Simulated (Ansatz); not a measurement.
## Electronic structure of Br$_{2}$H$_{2}$Si in real space

```xyz
5

Si   -0.1426    0.0005   -0.0998
Br   -0.1618   -0.0221    2.1245
Br    1.9412    0.0153   -0.8782
H    -0.8224    1.2396   -0.5607
H    -0.8144   -1.2333   -0.5858
```

Geometry: PBE-D4/def2-TZVP.

These are results of RKS PBE0-D4/def2-TZVP (Ansatz), not measurements.

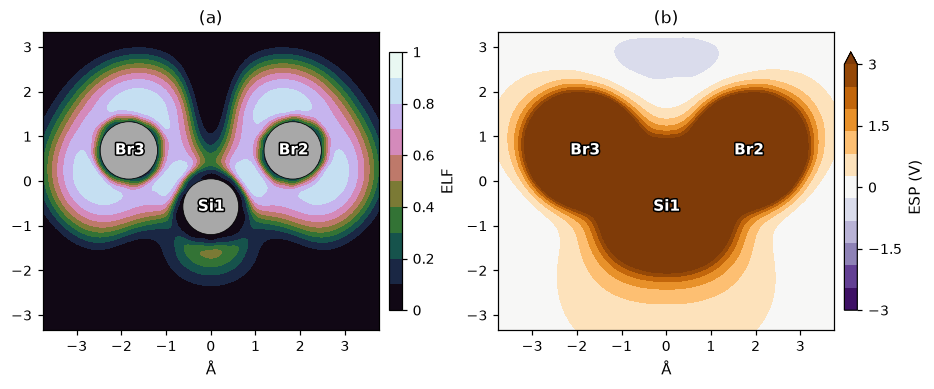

Figure 1. (a) electron localisation function; (b) molecular electrostatic potential on the plane of atoms Br2, Si1 and Br3. Grey discs cover the atomic cores in the ELF map.

**Read the bonding off the picture.**

Atoms in the plane: Si and Br. Si–Br (2.22 Å): the ELF peaks at about 0.85 between the atoms (a shared but strongly polarised pair). The ELF also peaks beside Br2 and Br3, away from the bonds: lone-pair regions. Outside the dense part of the molecule the potential is most negative (−0.3 V) near Br2 and Br3.

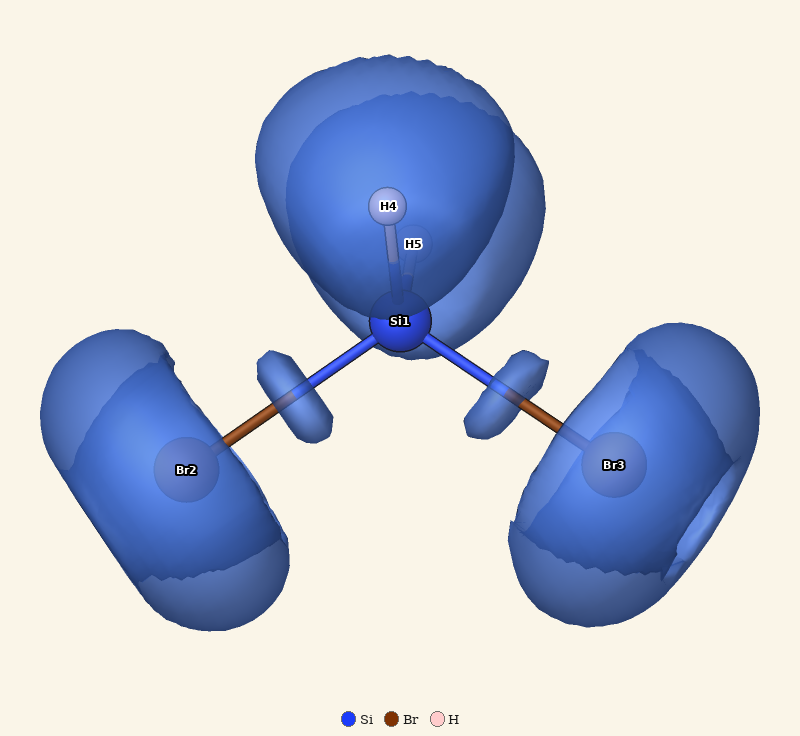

Figure 2. Isosurface of the electron localisation function at 0.8 (blue), seen across its widest extent. Core shells and regions of very low density are left out.

**Where are the electrons localised?**

The surface consists of two regions between bonded Br–Si atoms (shared pairs), two regions around hydrogen nuclei and two rings or bowls of non-bonding electrons around Br. Along the contacts the grid gives the following. Si–H (1.49 Å): the ELF climbs to about 1 towards the hydrogen, as it does in any bond to H.

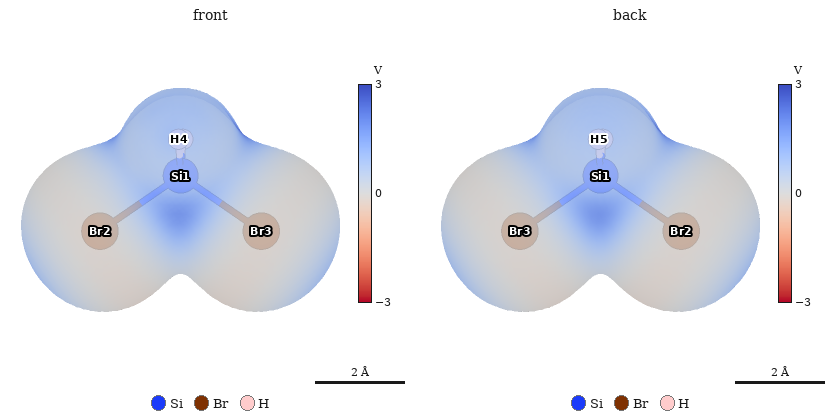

Figure 3. The molecular electrostatic potential painted on the density surface at 0.004 e/bohr³, seen from the front and from behind; red is negative and blue positive.

**Describe the electrostatic potential map.**

The most negative region (about −0.1 V) lies over Br2 and Br3, the most positive (about +2.4 V, or +55 kcal/mol for a unit charge) over Si1. Br2 shows a σ-hole: about +1.0 V, or +23 kcal/mol for a unit charge at the tip opposite its bond, against about −0.1 V on its flanks. Br3 shows a σ-hole: about +0.9 V, or +21 kcal/mol for a unit charge at the tip opposite its bond, against about −0.1 V on its flanks.
